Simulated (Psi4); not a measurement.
# C2H3In (SMILES C#[C][InH2]) at M06-2X/def2-SVPD (core potential)

Aim: the vertical electron affinity of C2H3In at M06-2X/def2-SVPD (core potential), from 2 runs. 

Program for the calculation: Psi4 1.11.

### Step 1. Starting point

C2H3In: 6 atoms, total charge 0, spin state singlet. SMILES: `C#[C][InH2]`. The coordinates come from a PBE0-D4/def2-TZVP relaxation.

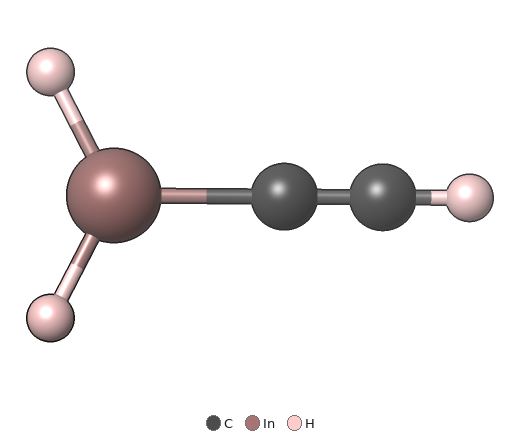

The structure, seen from a chosen angle (carbon dark grey, indium brown, hydrogen pink).

### Step 2. The energy at M06-2X/def2-SVPD (core potential)

job.py reads:

```python
import psi4

psi4.set_memory('2200 MB')
psi4.set_num_threads(1)
psi4.core.set_output_file('c2h3in.out', False)

m = psi4.geometry("""
0 1
C     -0.186600    -1.928000     0.015100
C     -0.070400    -0.723400     0.005900
In     0.131900     1.363900    -0.010600
H     -0.289000    -2.989600     0.023300
H      0.673500     2.081500    -1.468800
H     -0.259400     2.195500     1.435000
units angstrom
symmetry c1
no_reorient
no_com
""")

psi4.set_options({
    'puream': True,
    'e_convergence': 1e-09,
    'd_convergence': 1e-08,
    'scf_type': 'pk',
    'dft_radial_points': 99,
    'dft_spherical_points': 590,
})

E = psi4.energy("m06-2x/def2-SVPD", molecule=m)
print(f'm06-2x/def2-SVPD energy: {E:.10f} Eh')
```

Run with:

```sh
python job.py
```

c2h3in.out:

```text
[...]
    !!!  WARNING: ECP capability is in beta. Please check occupations closely.  !!!
[...]
  Running in c1 symmetry.
[...]
  Nuclear repulsion =   91.358346393140678
[...]
  Multiplicity = 1
[...]
  Nalpha       = 18
  Nbeta        = 18
[...]
    Number of basis functions: 96
[...]
   @RKS iter   1:  -267.62877052516291   -1.13221e+00   6.81951e-03 ADIIS/DIIS
[...]
   @RKS iter  11:  -267.87885693489829   -8.01492e-12   2.84207e-09 DIIS
[...]
    Orbital Energies [Eh]
    ---------------------
    Doubly Occupied:
       1A    -10.549323     2A    -10.534751     3A     -4.895926
       4A     -3.279779     5A     -3.268323     6A     -3.267193
       7A     -0.901469     8A     -0.892929     9A     -0.892280
      10A     -0.891016    11A     -0.888434    12A     -0.815541
      13A     -0.602286    14A     -0.505037    15A     -0.384017
      16A     -0.363534    17A     -0.343449    18A     -0.328944
[...]
  @RKS Final Energy:  -267.87885693489829
   => Energetics <=
    Nuclear Repulsion Energy =             91.3583463931406783
    One-Electron Energy =                -619.9525915780708374
    Two-Electron Energy =                 274.5480878306693739
    DFT Exchange-Correlation Energy =     -13.8326995806374793
    Empirical Dispersion Energy =           0.0000000000000000
    VV10 Nonlocal Energy =                  0.0000000000000000
    Total Energy =                       -267.8788569348982946
[...]
 Multipole Moments:
 ------------------------------------------------------------------------------------
     Multipole            Electronic (a.u.)      Nuclear  (a.u.)        Total (a.u.)
 ------------------------------------------------------------------------------------
 L = 1.  Multiply by 2.5417464519 to convert [e a0] to [Debye]
 Dipole X            :         -2.5473096            2.5567994            0.0094899
 Dipole Y            :        -26.3989418           26.4956610            0.0967193
 Dipole Z            :          0.2017722           -0.2023897           -0.0006175
 Magnitude           :                                                    0.0971857
[...]
```

The script printed:

```text
m06-2x/def2-SVPD energy: -267.8788569349 Eh
```

It took 19 s on 1 thread of Intel Xeon 6975P-C (Granite Rapids), shared host; peak memory 1.1 GiB.

### Step 3. The doublet anion at the same level

job.dat reads:

```
memory 2200 MB

molecule {
  -1 2
  C     -0.186600    -1.928000     0.015100
  C     -0.070400    -0.723400     0.005900
  In     0.131900     1.363900    -0.010600
  H     -0.289000    -2.989600     0.023300
  H      0.673500     2.081500    -1.468800
  H     -0.259400     2.195500     1.435000
  units angstrom
  symmetry c1
}

set basis def2-SVPD
set reference uks
set puream true
set e_convergence 1e-09
set d_convergence 1e-08
set scf_type pk
set dft_radial_points 99
set dft_spherical_points 590
set maxiter 100

e_tot, wfn = energy('m06-2x', return_wfn=True)
oeprop(wfn, 'QUADRUPOLE', 'MULLIKEN_CHARGES', 'LOWDIN_CHARGES', title='M06-2X')
```

Run with:

```sh
psi4 -i job.dat -o job.out -n 1
```

job.out, cut to the lines that bear on the results:

```text
[...]
    !!!  WARNING: ECP capability is in beta. Please check occupations closely.  !!!
[...]
  Running in c1 symmetry.
[...]
  Nuclear repulsion =   91.358346393140707
[...]
  Multiplicity = 2
[...]
  Nalpha       = 19
  Nbeta        = 18
[...]
    Number of basis functions: 96
[...]
   @UKS iter   1:  -267.49162349802793   -9.53172e-01   7.92408e-03 DIIS/ADIIS
[...]
   @UKS iter  14:  -267.89252059181382   -7.10543e-12   4.86043e-09 DIIS
[...]
   @S^2 Observed:                7.563070429E-01
[...]
  @UKS Final Energy:  -267.89252059181382
   => Energetics <=
    Nuclear Repulsion Energy =             91.3583463931407067
    One-Electron Energy =                -627.1206567030699262
    Two-Electron Energy =                 281.7962235721188904
    DFT Exchange-Correlation Energy =     -13.9264338540034487
    Empirical Dispersion Energy =           0.0000000000000000
    VV10 Nonlocal Energy =                  0.0000000000000000
    Total Energy =                       -267.8925205918138204
  UHF NO Occupations:
  HONO-2 :   17  A 1.9992241
  HONO-1 :   18  A 1.9982570
[...]
 Multipole Moments:
 ------------------------------------------------------------------------------------
     Multipole            Electronic (a.u.)      Nuclear  (a.u.)        Total (a.u.)
 ------------------------------------------------------------------------------------
 L = 1.  Multiply by 2.5417464519 to convert [e a0] to [Debye]
 Dipole X            :          3.2732319           -3.2900290           -0.0167970
 Dipole Y            :         33.8199678          -33.9949526           -0.1749847
 Dipole Z            :         -0.2641332            0.2657071            0.0015740
 Magnitude           :                                                    0.1757961
 L = 2.  Multiply by 1.3450342976 to convert [e a0^2] to [Debye ang]
 Quadrupole XX       :        -40.4852630            4.4344161          -36.0508469
 Quadrupole XY       :        -29.7429789           29.5735187           -0.1694602
[...]
  Mulliken Charges: (a.u.)
   Center  Symbol    Alpha    Beta     Spin     Total
[...]
```

Wall time 34 s (1 thread of Intel Xeon 6975P-C (Granite Rapids), shared host); peak memory 1.1 GiB.

### Step 4. Results

Level: M06-2X/def2-SVPD (core potential).

```
                                         quantity          value
                     singlet C2H3In: total energy  -267.87886 Eh
                    singlet C2H3In: dipole moment         0.25 D
                      singlet C2H3In: HOMO energy       -8.95 eV
                      singlet C2H3In: LUMO energy       -1.48 eV
                    singlet C2H3In: HOMO–LUMO gap        7.48 eV
                      doublet anion: total energy  -267.89252 Eh
doublet anion: HOMO energy (highest over α and β)        0.51 eV
 doublet anion: LUMO energy (lowest over α and β)        2.32 eV
                              doublet anion: ⟨S²⟩          0.756
vertical electron affinity (to the doublet anion)       0.372 eV
```

In words: At fixed nuclei the extra electron is bound by 0.37 eV (8.6 kcal/mol). The HOMO (doublet anion) lies at positive energy, 0.51 eV, from the functional's self-interaction, a short basis or an electron that isn't bound; only total energies against the neutral tell.
